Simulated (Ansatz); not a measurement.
Consider GaH₃Si₂Zn.

```yaml
atoms:
  - { symbol: Ga, position_ang: [0.4163, -1.4957, -0.2514] }
  - { symbol: Si, position_ang: [-2.2564, 0.0930, -0.7596] }
  - { symbol: Si, position_ang: [-1.9669, -2.2362, -1.3367] }
  - { symbol: Zn, position_ang: [-2.3119, -2.7527, 0.9253] }
  - { symbol: H, position_ang: [-1.0040, 0.7241, -0.1313] }
  - { symbol: H, position_ang: [-2.3961, 0.8287, -2.0672] }
  - { symbol: H, position_ang: [-3.3843, 0.5187, 0.1385] }
```

Geometry: BLYP-D3(BJ)/def2-SVP.

Theory: Ansatz 0.2.0, isolated molecule in a Gaussian basis; Kohn-Sham density functional theory, functional PBE0.

Question: What can the converged electron density and electron localisation function tell about the bonding?

Answer: Si–Si (2.42 Å): the density is about 0.52 e/Å³ at the midpoint; the ELF peaks at about 0.95 between the atoms, as expected for a covalent bond.
Ga–Si (2.72 Å): ρ is about 0.33 e/Å³ halfway; the ELF peaks at about 0.85 in the valence shell of Si, 1.1 Å from its nucleus, and is about 0.75 at the midpoint.

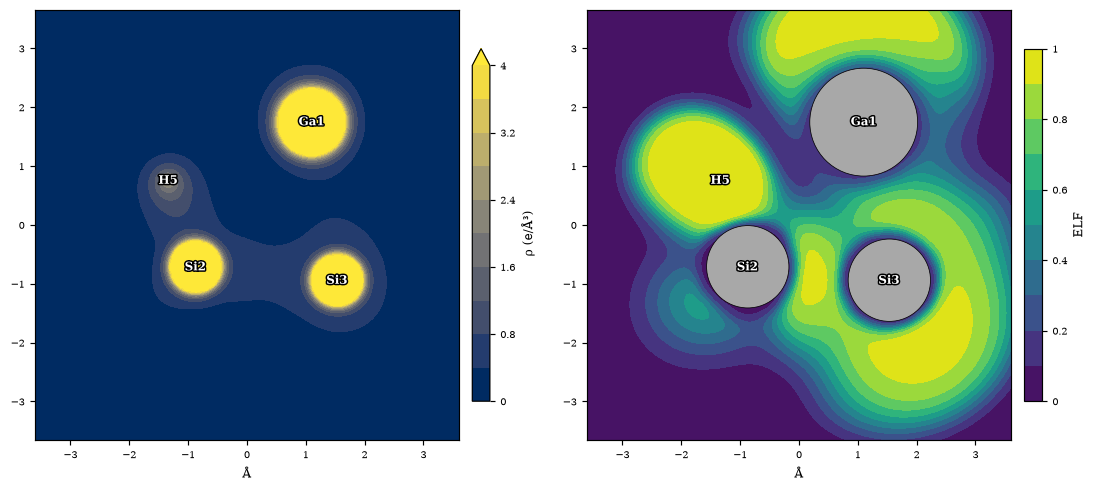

Computed electron density and electron localisation function on the plane of atoms Ga1, Si3 and Si2, in this order. Grey discs cover the atomic cores in the ELF map. 
